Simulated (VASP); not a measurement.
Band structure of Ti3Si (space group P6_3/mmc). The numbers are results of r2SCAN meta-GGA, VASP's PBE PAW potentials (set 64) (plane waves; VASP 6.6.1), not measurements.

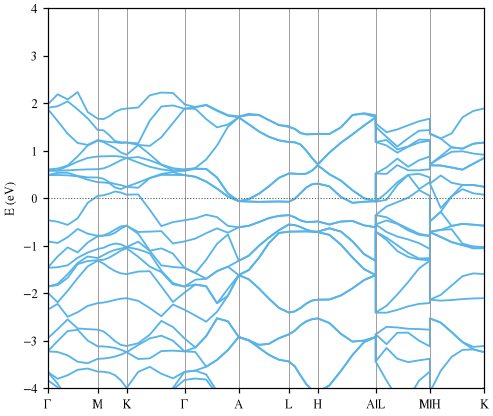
Fig. 1. Bands along high-symmetry lines, zero at the valence-band maximum or, without a gap, the Fermi level

Read the plot: is there a gap, and where are the band edges?

It has no gap at this level: it comes out as a metal or semimetal.

The structure comes from a computed database's Ti3Si entry (P6_3/mmc); how it stands against other phases isn't given here. It was relaxed first.
